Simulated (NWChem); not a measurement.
# One shape, several levels: BH2SeCl3 (SMILES Cl[B-](Cl)(Cl)[SeH2+])

Wanted: a comparison of 3 runs (HF/STO-3G, HF/3-21G, B3LYP/6-31G*) of BH2SeCl3. 

Program for the calculation: NWChem 7.3.0.

**1. The molecule**

BH2SeCl3: 7 atoms, total charge 0, spin state singlet. SMILES: `Cl[B-](Cl)(Cl)[SeH2+]`. Geometry: relaxed at PBE0-D4/def2-TZVP.

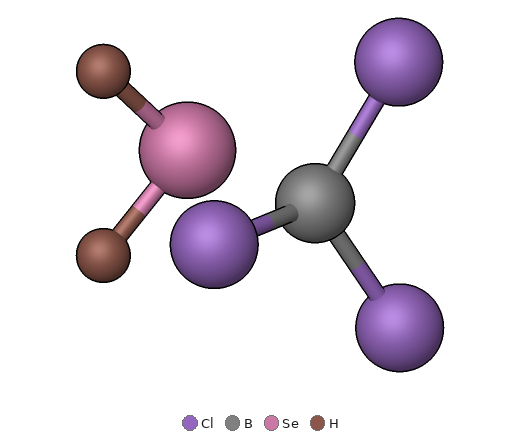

The structure, seen from a chosen angle (chlorine purple, boron grey, selenium pink, hydrogen brown).

**2. Energy and forces at HF/STO-3G (run 1)**

File m1.nw:

```
start m1
title "BCl3H2Se gradient"
memory stack 880 mb heap 220 mb global 1100 mb

geometry noautosym nocenter noautoz
  Cl     0.937300    -1.193900     1.699300
  B      0.100500    -0.916700     0.132000
  Cl     1.149200    -0.957000    -1.323500
  Cl    -1.506800    -1.703000    -0.047500
  Se    -0.527300     1.290400     0.366100
  H      0.802800     1.884300     0.165600
  H     -0.894300     1.528000    -1.037800
end

basis "ao basis" spherical bse
  * library STO-3G
end

scf
  thresh 1e-08
  maxiter 80
end

task scf gradient
```

The run is started by

```console
nwchem m1.nw > m1.out
```

Output:

```text
[...]
  functions       =    52
[...]
  wavefunction    = RHF
[...]
         Total SCF energy =  -3762.933687672492
      One-electron energy =  -6427.507305965003
      Two-electron energy =   2072.093173965661
 Nuclear repulsion energy =    592.480444326849
        Time for solution =      3.3s
[...]
                         RHF ENERGY GRADIENTS
    atom               coordinates                        gradient
                 x          y          z           x          y          z
   1 Cl      1.771240  -2.256144   3.211211   -0.011031   0.007046  -0.015475
   2 B       0.189917  -1.732312   0.249444    0.008622  -0.011170  -0.008804
   3 Cl      2.171673  -1.808468  -2.501052   -0.011293  -0.000839   0.016061
   4 Cl     -2.847439  -3.218203  -0.089762    0.015480   0.012558   0.003487
   5 Se     -0.996453   2.438502   0.691829   -0.012203  -0.012041   0.020770
   6 H       1.517072   3.560811   0.312939    0.009708   0.003173  -0.004834
   7 H      -1.689982   2.887501  -1.961158    0.000717   0.001272  -0.011205
[...]
```

Wall time 5.1 s (1 thread of Intel Xeon 6975P-C (Granite Rapids), shared host); peak memory 0.096 GiB.

**3. Energy and forces at HF/3-21G (run 2)**

File run.py:

```python
from ase import Atoms
from ase.calculators.nwchem import NWChem

mol = Atoms(['Cl', 'B', 'Cl', 'Cl', 'Se', 'H', 'H'], positions=[
    [0.937300, -1.193900, 1.699300],
    [0.100500, -0.916700, 0.132000],
    [1.149200, -0.957000, -1.323500],
    [-1.506800, -1.703000, -0.047500],
    [-0.527300, 1.290400, 0.366100],
    [0.802800, 1.884300, 0.165600],
    [-0.894300, 1.528000, -1.037800],
])

calc = NWChem(
    label='mol',
    theory='scf',
    memory='2200 mb',
    basis='3-21G',
    basispar='spherical bse',
    scf={'nopen': '0', 'rhf': None, 'thresh': '1e-08', 'maxiter': '80', 'print': 'low'},
)
mol.calc = calc

forces = mol.get_forces()
print(f"energy = {mol.get_potential_energy():.6f} eV")
print("forces (eV/A):")
for s, f in zip(mol.symbols, forces):
    print(f"{s:2s} {f[0]:10.5f} {f[1]:10.5f} {f[2]:10.5f}")
```

The run is started by

```console
export ASE_NWCHEM_COMMAND="nwchem PREFIX.nwi > PREFIX.nwo"
python run.py
```

Output:

```text
energy = -103026.159592 eV
forces (eV/A):
Cl    0.53931   -0.25552    0.92107
B    -0.15571    0.20337    0.15920
Cl    0.61434    0.00704   -0.86271
Cl   -0.93280   -0.56266   -0.13102
Se    0.13663    0.57577   -0.36340
H    -0.00920    0.03507    0.20399
H    -0.19263   -0.00309    0.07287
```

The calculator wrote mol.nwi:

```
title "mol"

permanent_dir mol

scratch_dir mol

start mol

geometry units angstrom nocenter noautosym noautoz
  Cl 9.3730000000000002e-01 -1.1939000000000000e+00 1.6993000000000000e+00
  B  1.0050000000000001e-01 -9.1669999999999996e-01 1.3200000000000001e-01
  Cl 1.1492000000000000e+00 -9.5699999999999996e-01 -1.3234999999999999e+00
  Cl -1.5067999999999999e+00 -1.7030000000000001e+00 -4.7500000000000001e-02
  Se -5.2729999999999999e-01 1.2904000000000000e+00 3.6609999999999998e-01
  H  8.0279999999999996e-01 1.8843000000000001e+00 1.6560000000000000e-01
  H  -8.9429999999999998e-01 1.5280000000000000e+00 -1.0378000000000001e+00
end

memory 2200 mb

basis spherical bse noprint
   * library 3-21G
end

scf
  nopen 0
  rhf
  thresh 1e-08
  maxiter 80
  print low
end

task scf gradient
```

mol.nwo:

```text
Northwest Computational Chemistry Package (NWChem) 7.3.0
             --------------------------------------------------------

           Job information
           ---------------

    nwchem branch   = 7.3.0
    use scalapack   = T
    input           = mol.nwi
    prefix          = mol.
    data base       = mol/mol.db
    status          = startup
    nproc           =        1

           Memory information
           ------------------

    heap     =     72089596 doubles =      550.0 Mbytes
    stack    =     72089601 doubles =      550.0 Mbytes
    global   =    144179200 doubles =     1100.0 Mbytes (distinct from heap & stack)
    total    =    288358397 doubles =     2200.0 Mbytes
    verify   = yes
    hardfail = no

[... 40 lines left out ...]
            Nuclear Dipole moment (a.u.)
[... 65 lines left out ...]
       Final RHF  results
[... 2 lines left out ...]
         Total SCF energy =  -3786.141562201791
      One-electron energy =  -6444.164783982871
      Two-electron energy =   2065.542777454231
 Nuclear repulsion energy =    592.480444326849
[... 1 line left out ...]
        Time for solution =      4.3s

                              NWChem Gradients Module
                              -----------------------

                         RHF ENERGY GRADIENTS

    atom               coordinates                        gradient
                 x          y          z           x          y          z
   1 Cl      1.771240  -2.256144   3.211211   -0.010488   0.004969  -0.017912
   2 B       0.189917  -1.732312   0.249444    0.003028  -0.003955  -0.003096
   3 Cl      2.171673  -1.808468  -2.501052   -0.011947  -0.000137   0.016777
   4 Cl     -2.847439  -3.218203  -0.089762    0.018140   0.010942   0.002548
   5 Se     -0.996453   2.438502   0.691829   -0.002657  -0.011197   0.007067
   6 H       1.517072   3.560811   0.312939    0.000179  -0.000682  -0.003967
   7 H      -1.689982   2.887501  -1.961158    0.003746   0.000060  -0.001417

 Task  times  cpu:        5.7s     wall:        5.7s
 Total times  cpu:        5.7s     wall:        5.7s
```

Run time: 6.9 s. Hardware: 1 thread of Intel Xeon 6975P-C (Granite Rapids), shared host; peak memory 0.096 GiB.

**4. Energy and gradient at B3LYP/6-31G(d) (Cartesian functions) (run 3)**

File calc.xyz:

```xyz
7

Cl     0.937300    -1.193900     1.699300
B      0.100500    -0.916700     0.132000
Cl     1.149200    -0.957000    -1.323500
Cl    -1.506800    -1.703000    -0.047500
Se    -0.527300     1.290400     0.366100
H      0.802800     1.884300     0.165600
H     -0.894300     1.528000    -1.037800
```

File calc.nw:

```
start calc
memory 2200 mb

geometry noautosym nocenter noautoz
  load calc.xyz
end

basis cartesian
  Cl library 6-31G*
  B library 6-31G*
  Se library 6-31G*
  H library 6-31G*
end

dft
  xc b3lyp
  mult 1
  grid fine
  convergence energy 1e-08
  maxiter 100
  mulliken
  print medium
end

task dft gradient
```

The run is started by

```console
nwchem calc.nw > calc.out
```

Output:

```text
[...]
          Wavefunction type:  closed shell.
          No. of atoms     :     7
          No. of electrons :    92
[...]
          Charge           :     0
          Spin multiplicity:     1
[...]
          AO basis - number of functions:   111
[...]
              XC Information
              --------------
                         B3LYP Method XC Potential
                     Hartree-Fock (Exact) Exchange  0.200
                        Slater Exchange Functional  0.800 local
                    Becke 1988 Exchange Functional  0.720 non-local
              Lee-Yang-Parr Correlation Functional  0.810
                  VWN I RPA Correlation Functional  0.190 local
[...]
 d= 0,ls=0.0,diis     1  -3807.9212381609 -4.40D+03  1.62D-02  2.18D+00     3.6
[...]
 d= 0,ls=0.0,diis     8  -3808.0433112585  2.32D-09  7.80D-06  1.03D-06    20.8
         Total DFT energy =    -3808.043311258467
      One electron energy =    -6464.958946472867
           Coulomb energy =     2241.206213580479
    Exchange-Corr. energy =     -176.771022692929
 Nuclear repulsion energy =      592.480444326850
[...]
      Total Density - Mulliken Population Analysis
     ---------------------------------------------
    Atom       Charge   Shell Charges
 -----------   ------   -------------------------------------------------------
    1 Cl  17    17.11   2.00  1.99  5.97  1.45  3.64  0.54  1.54 -0.03
    2 B    5     5.01   1.99  0.54  1.40  0.41  0.54  0.13
    3 Cl  17    17.11   2.00  1.99  5.97  1.45  3.64  0.54  1.54 -0.03
    4 Cl  17    17.11   2.00  1.99  5.97  1.45  3.64  0.54  1.54 -0.03
    5 Se  34    33.96   2.00  1.99  6.00  1.93  5.98  1.58  3.21  0.27  0.79  6.99  2.96  0.25
    6 H    1     0.85   0.47  0.37
    7 H    1     0.85   0.47  0.37
[...]
  wavefunction    = closed shell
                         DFT ENERGY GRADIENTS
    atom               coordinates                        gradient
                 x          y          z           x          y          z
   1 Cl      1.771240  -2.256144   3.211211   -0.004242   0.001881  -0.007651
   2 B       0.189917  -1.732312   0.249444   -0.000158   0.001128  -0.000092
   3 Cl      2.171673  -1.808468  -2.501052   -0.005337   0.000783   0.007250
   4 Cl     -2.847439  -3.218203  -0.089762    0.007736   0.004381   0.000906
   5 Se     -0.996453   2.438502   0.691829    0.004675  -0.004282  -0.005300
   6 H       1.517072   3.560811   0.312939   -0.003915  -0.002485   0.000608
   7 H      -1.689982   2.887501  -1.961158    0.001241  -0.001406   0.004279
[...]
```

Run time: 31 s. Hardware: 1 thread of Intel Xeon 6975P-C (Granite Rapids), shared host; peak memory 0.13 GiB.

**5. All runs side by side**

```
run                               level  Cartesian functions  iteration cap   energy (Eh)  dipole moment (D)  HOMO energy (eV)  LUMO energy (eV)  wall time
  1                           HF/STO-3G                   no             80  -3762.933688               6.15             -9.78              6.86      5.1 s
  2                            HF/3-21G                   no             80  -3786.141562                  –                 –                 –      6.9 s
  3  B3LYP/6-31G* (Cartesian functions)                  yes            100  -3808.043311               4.66             -7.97             -1.15       31 s
```

**6. Outcome**

```
                       quantity           value
            run 3: total energy  -3808.04331 Eh
           run 3: dipole moment          4.66 D
             run 3: HOMO energy        -7.97 eV
             run 3: LUMO energy        -1.15 eV
           run 3: HOMO–LUMO gap         6.82 eV
run 3: largest force on an atom      0.465 eV/Å
```

**Reading.** In run 1 the basis is minimal, so the values are rough. All runs together took 43 s, the longest 31 s.
